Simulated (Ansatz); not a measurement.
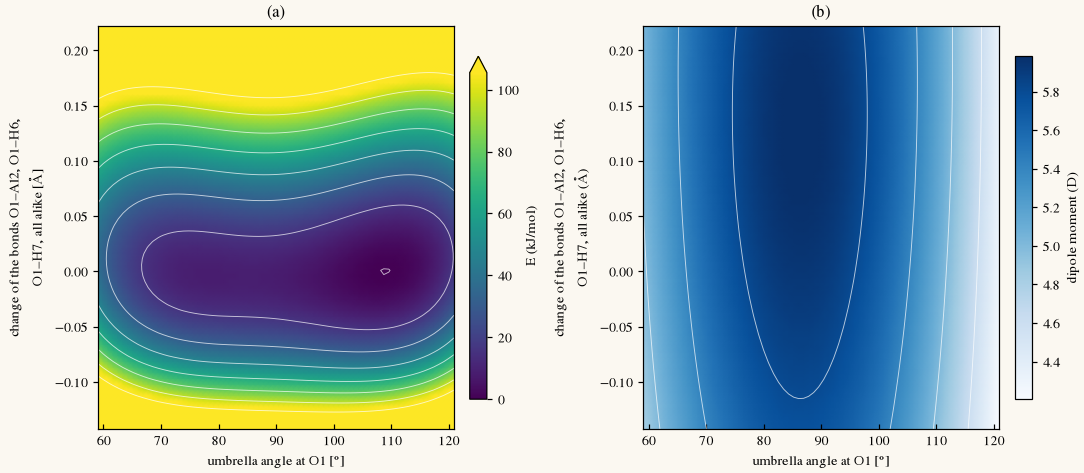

AlCl₃H₂O, SMILES [OH2+][Al-]([Cl])([Cl])[Cl]. The first coordinate is: umbrella angle at O1 (between each of its bonds and their common axis; 90 is planar); the second: change of the bonds O1–Al2, O1–H6, O1–H7, all alike. Nothing is relaxed (all other coordinates rigid). The scan uses an 11 × 11 grid. Points are written as (first, second). All energies are given in kJ/mol relative to the lowest grid point. These are results of RKS B3LYP-D4/def2-SVP (Ansatz), not measurements.

Panel (a) is the energy and panel (b) the computed dipole moment on the same grid.

In the figure: a smooth colour map with a few white contour lines, one colour for all values above the top of the scale. Between grid points the surface is interpolated.

Q: How does the dipole moment vary over the map, and what is it at the lowest grid point?

A: Leaving out the highest fifth of the energies, it runs from 4.23 D at (120.9°, −0.107 Å) to 5.98 D at (83.8°, 0.112 Å). At the lowest grid point, (108.6°, 0.003 Å), it is 5.21 D.
